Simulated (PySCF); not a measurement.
C6H12Si, SMILES C#C[SiH2]C(C)(C)C at its GFN2-xTB optimised geometry (Å):

```
19

C      2.4173     1.3459     2.5260
C      2.0741     0.7703     1.5276
Si     1.5142    -0.1115     0.0000
C     -0.4063    -0.1115     0.0000
C     -0.9319     1.3248     0.0000
C     -0.9280    -0.8303    -1.2447
C     -0.9322    -0.8290     1.2440
H      2.7217     1.8482     3.3995
H      2.0226    -1.4885     0.0369
H      2.0217     0.6098    -1.1740
H     -0.5940     1.8637    -0.8835
H     -0.5845     1.8626     0.8803
H     -2.0224     1.3327     0.0043
H     -0.5861    -1.8636    -1.2700
H     -2.0185    -0.8355    -1.2539
H     -0.5858    -0.3362    -2.1524
H     -0.5951    -1.8637     1.2690
H     -2.0226    -0.8285     1.2529
H     -0.5845    -0.3357     2.1499
```

Computed with B3LYP/def2-SVP (PySCF). Cells within 0.4 Å of a nucleus heavier than hydrogen are left out (blank, or x).

Map of the electron localisation function on the plane z = 0.0 Å:

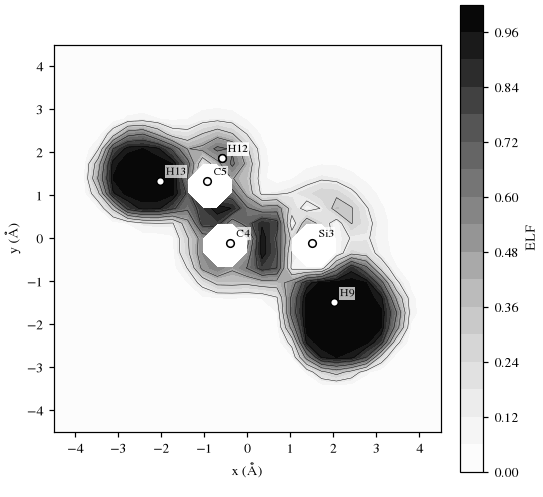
Figure. Electron localisation function on the plane z = 0.0 Å.
